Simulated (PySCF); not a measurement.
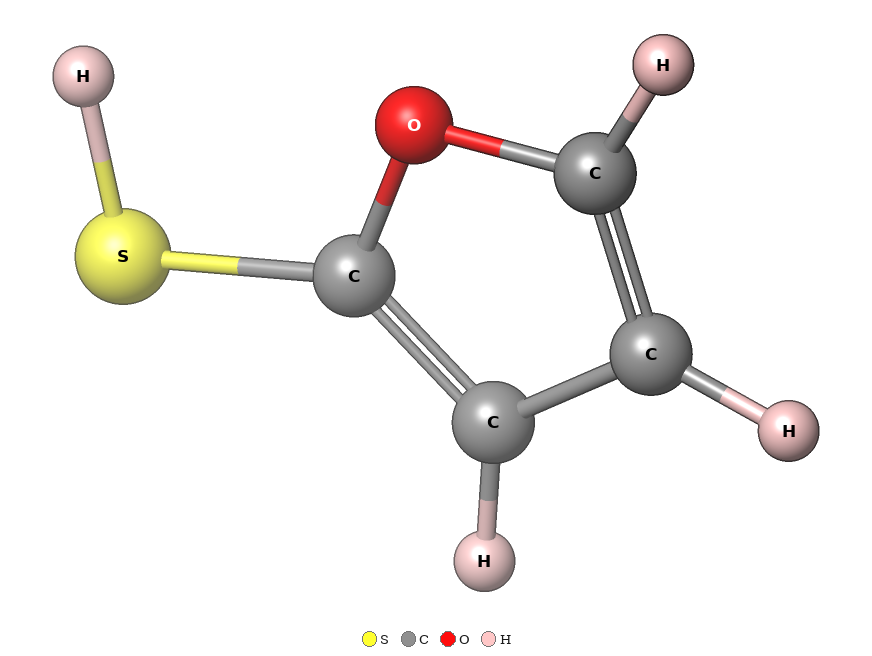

Orthographic view. Depth is shown by fading: the farther an atom, the more it takes the colour of the background. The computed structure is the end point of a PBE0-D3(BJ)/def2-SVP optimisation. No frequency run is at hand to confirm it as a minimum.

**Write the InChI string.**

InChI=1S/C4H4OS/c6-4-2-1-3-5-4/h1-3,6H
